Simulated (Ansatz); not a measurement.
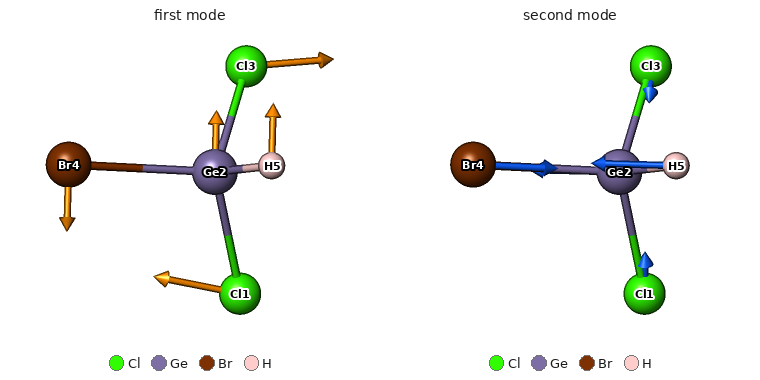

The system is BrCl₂GeH, SMILES [Cl][GeH]([Cl])[Br]; the picture shows the reference structure; its two panels give the patterns of the first and the second mode as arrows. The first coordinate is: normal mode 1 (111 cm⁻¹); the second: normal mode 4 (302 cm⁻¹). Nothing is relaxed (straight displacements along the two mass-weighted modes). The grid has 13 × 13 points. Points are written as (first, second). Energies are in kJ/mol, from the lowest grid point. Theory: RKS PBE-D4/def2-SVP in Ansatz 0.2.0.

Its coordinates:

```yaml
atoms:
  - { symbol: Cl, position_ang: [-1.1649, -0.0867, 1.7591] }
  - { symbol: Ge, position_ang: [0.1061, 0.0961, 0.0226] }
  - { symbol: Cl, position_ang: [1.3019, -1.6955, -0.1334] }
  - { symbol: Br, position_ang: [-1.2148, 0.2834, -1.8581] }
  - { symbol: H, position_ang: [1.0216, 1.3292, 0.1683] }
```

Range: normal mode 1 (111 cm⁻¹) from −5.03 to 5.03 amu½·Å; normal mode 4 (302 cm⁻¹) from −2.44 to 2.44 amu½·Å.

### Predict the map.

The lowest grid point is at (0.00 amu½·Å, 0.00 amu½·Å). No other kind of well shows on this grid. The highest grid point, (5.03 amu½·Å, 2.44 amu½·Å), lies 180 kJ/mol above the lowest.

| normal mode 4 (302 cm⁻¹) ↓, normal mode 1 (111 cm⁻¹) → | −5.03 | −4.19 | −3.35 | −2.51 | −1.68 | −0.84 | 0.00 | 0.84 | 1.68 | 2.51 | 3.35 | 4.19 | 5.03 |
| --- | --- | --- | --- | --- | --- | --- | --- | --- | --- | --- | --- | --- | --- |
| 2.44 | 180 | 171 | 166 | 164 | 164 | 164 | 164 | 164 | 164 | 164 | 166 | 171 | 180 |
| 2.04 | 135 | 122 | 113 | 108 | 105 | 104 | 104 | 104 | 105 | 108 | 113 | 122 | 135 |
| 1.63 | 103 | 87 | 76 | 69 | 64 | 61 | 60 | 61 | 64 | 69 | 76 | 87 | 103 |
| 1.22 | 82 | 64 | 51 | 42 | 36 | 32 | 31 | 32 | 36 | 42 | 51 | 64 | 82 |
| 0.81 | 69 | 50 | 35 | 25 | 18 | 14 | 13 | 14 | 18 | 25 | 35 | 50 | 69 |
| 0.41 | 63 | 43 | 28 | 16 | 9 | 4 | 3 | 4 | 9 | 16 | 28 | 43 | 63 |
| 0.00 | 62 | 42 | 26 | 14 | 6 | 2 | 0 | 2 | 6 | 14 | 26 | 42 | 62 |
| −0.41 | 66 | 45 | 29 | 17 | 9 | 4 | 2 | 4 | 9 | 17 | 29 | 45 | 66 |
| −0.81 | 73 | 52 | 36 | 24 | 16 | 11 | 9 | 11 | 16 | 24 | 36 | 53 | 73 |
| −1.22 | 83 | 63 | 46 | 34 | 26 | 21 | 19 | 21 | 26 | 34 | 47 | 63 | 83 |
| −1.63 | 95 | 75 | 59 | 47 | 38 | 33 | 32 | 33 | 38 | 47 | 59 | 75 | 95 |
| −2.04 | 109 | 89 | 73 | 61 | 53 | 48 | 46 | 48 | 53 | 61 | 73 | 89 | 109 |
| −2.44 | 124 | 104 | 89 | 77 | 69 | 64 | 62 | 64 | 69 | 77 | 89 | 105 | 124 |

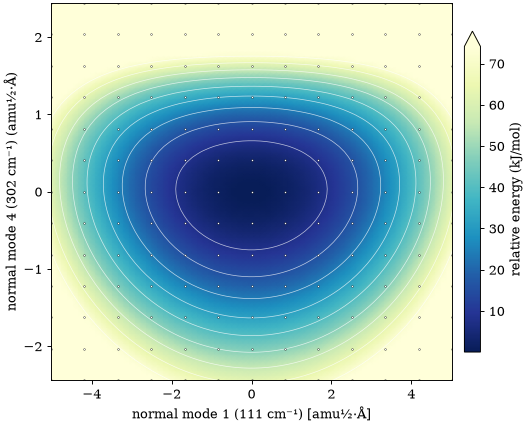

Drawn: a smooth colour map with a few white contour lines, dots at the grid points, one colour for all values above the top of the scale. Between grid points the surface is interpolated.

Each point was launched as `ansatz run input.yaml --threads 1 --pin off --max-ram 2560MiB --backend cpu --events-out ev --progress --plain --runs-dir out`. The whole map (169 points run) took 15 min on 1 thread of Arm Neoverse V1 (shared host).
